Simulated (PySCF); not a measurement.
Run report: C5H7NOSi, NMR shielding calculation

The run: NMR shielding calculation of C5H7NOSi, SMILES O[SiH2]c1ccncc1. Method and program: GIAO PBE0/pcSseg-1 NMR shielding, non-relativistic, gas phase (PySCF 2.14.0).

The geometry comes from this level: GFN2-xTB. It belongs to a series of runs on one base structure; here: SiH2 inserted into a O-C bond. Figures and captions count atoms from 1; the log counts them from 0 in places.

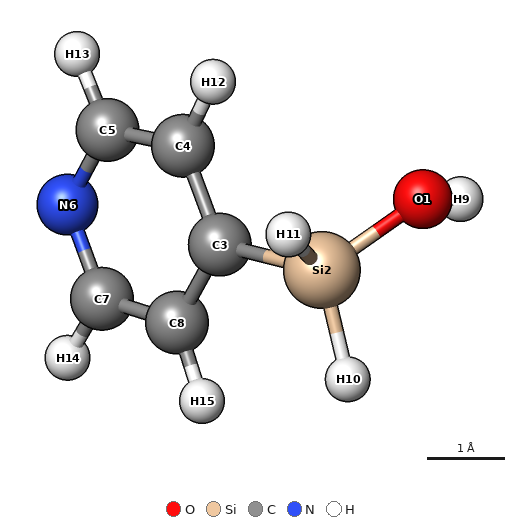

**Figure 1.** The input geometry (ball-and-stick view, seen at an oblique angle; atoms are numbered from 1 in the order of the input).

Summary:

| quantity | value |
| --- | --- |
| outcome | converged |
| total energy | −613.698624 hartree |
| HOMO | −7.40 eV |
| LUMO | −1.32 eV |
| dipole moment | 1.67 D |
| isotropic shielding, O | 312.0 ppm |
| isotropic shielding, Si | 369.4 ppm |
| isotropic shielding, C | 31.5 to 54.0 ppm |
| isotropic shielding, N | −100.2 ppm |
| isotropic shielding, H | 22.6 to 30.4 ppm |
| hardware | 1 CPU thread, shared host |
| wall time | 23 s |
| peak memory | 0.8 GiB |

The input:
```
{"job": {"kind": "nmr", "xc": "PBE0", "basis": "pcSseg-1"}, "charge": 0, "multiplicity": 1}
O      2.868550     0.148546    -0.894237
Si     2.041371    -0.061992     0.489060
C      0.169736    -0.006938     0.190505
C     -0.423916     1.083642    -0.441478
C     -1.795669     1.101116    -0.630637
N     -2.595669     0.121961    -0.242164
C     -2.043647    -0.919667     0.356687
C     -0.683488    -1.029519     0.595585
H      2.750600    -0.406686    -1.660534
H      2.353278    -1.357501     1.097467
H      2.476398     1.091239     1.263479
H      0.181672     1.910431    -0.782777
H     -2.284753     1.938258    -1.113458
H     -2.730045    -1.701589     0.657550
H     -0.288832    -1.903310     1.093040
```

The first line tells a small driver script what to run in PySCF; the rest is the geometry in Å.

Run as:
```bash
OMP_NUM_THREADS=1 python <driver script> task.json out
```

Log:
```
coarse grid: 13544 points
cycle   1  E = -613.5396130462  dE =  1.353e+00  |g| = 7.421e-01  |ddm| = 3.765e+00
cycle   2  E = -613.4141843545  dE =  1.254e-01  |g| = 1.111e+00  |ddm| = 1.667e+00
cycle   3  E = -613.6418510498  dE = -2.277e-01  |g| = 9.517e-02  |ddm| = 1.147e+00
cycle   4  E = -613.6433208806  dE = -1.470e-03  |g| = 4.969e-02  |ddm| = 1.303e-01
cycle   5  E = -613.6438974111  dE = -5.765e-04  |g| = 1.765e-02  |ddm| = 6.260e-02
cycle   6  E = -613.6439744113  dE = -7.700e-05  |g| = 5.928e-03  |ddm| = 2.349e-02
cycle   7  E = -613.6439823538  dE = -7.942e-06  |g| = 1.274e-03  |ddm| = 6.102e-03
final grid: 127776 points
cycle   8  E = -613.6986080752  dE = -2.506e-05  |g| = 8.498e-03  |ddm| = 3.355e-02
cycle   9  E = -613.6985949387  dE =  1.314e-05  |g| = 1.192e-02  |ddm| = 1.912e-02
cycle  10  E = -613.6986237163  dE = -2.878e-05  |g| = 1.258e-03  |ddm| = 1.079e-02
cycle  11  E = -613.6986240646  dE = -3.483e-07  |g| = 3.166e-04  |ddm| = 1.371e-03
cycle  12  E = -613.6986240829  dE = -1.835e-08  |g| = 1.584e-04  |ddm| = 4.226e-04
cycle  13  E = -613.6986240889  dE = -5.997e-09  |g| = 3.427e-05  |ddm| = 1.765e-04
cycle  14  E = -613.6986240892  dE = -2.660e-10  |g| = 8.008e-06  |ddm| = 4.076e-05
```

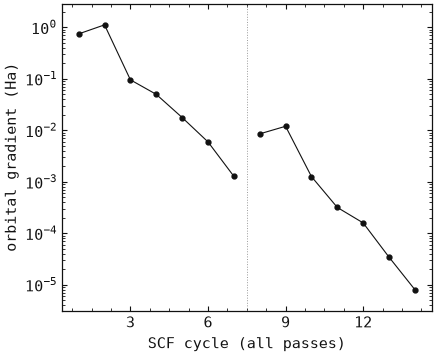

**Figure 2.** Convergence of the self-consistent field: orbital gradient against the SCF cycle. The dotted line marks the change from a coarse to the final integration grid. The first 7 cycles use a coarse grid, the final grid takes over at cycle 8, and the field converges after 14 cycles in all.

```
converged SCF energy = -613.6986240892

GIAO shielding tensors (ppm)
atom      isotropic    diamagn.    paramagn.     s11        s22        s33       span
  0 O      312.031     387.572     -75.541    283.924    309.493    342.675     58.751
  1 Si     369.426     880.179    -510.754    345.998    357.036    405.243     59.245
  2 C       36.337     261.396    -225.060    -59.875    -25.902    194.786    254.661
  3 C       52.956     257.013    -204.057    -65.190     45.949    178.109    243.299
  4 C       31.524     251.405    -219.880    -80.404     27.148    147.829    228.234
  5 N     -100.162     331.331    -431.493   -429.462   -180.655    309.631    739.093
  6 C       31.485     251.318    -219.833    -79.965     26.701    147.718    227.683
  7 C       54.000     256.306    -202.306    -62.772     50.186    174.585    237.356
  8 H       30.388      32.118      -1.730     23.069     25.493     42.601     19.532
  9 H       26.295      29.685      -3.390     22.408     25.386     31.090      8.682
 10 H       26.344      29.236      -2.892     23.809     24.394     30.830      7.021
 11 H       23.942      33.572      -9.630     20.691     22.018     29.117      8.426
 12 H       22.627      29.464      -6.837     18.680     22.332     26.868      8.188
 13 H       22.717      29.281      -6.564     18.819     22.434     26.897      8.077
 14 H       24.253      33.523      -9.270     21.275     22.765     28.719      7.444
```

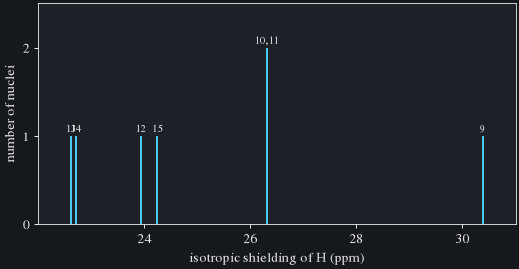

**Figure 3.** Isotropic shieldings of the hydrogen nuclei in this fixed geometry, labelled by atom number; shielding grows to the right, so chemical shift grows to the left. The least shielded is H13 (22.6 ppm), the most shielded H9 (30.4 ppm).

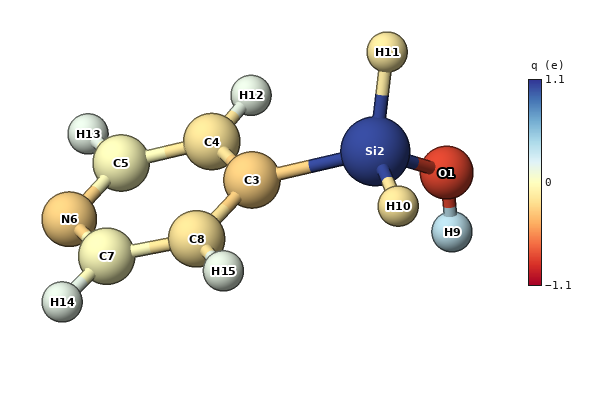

**Figure 4.** IAO charges, as the colour of each atom (ball-and-stick view, seen at a tilt; atoms are numbered from 1 in the order of the input). By element: O −0.79, Si +1.02, C −0.28 to −0.01, N −0.27 and H −0.16 to +0.37 e.
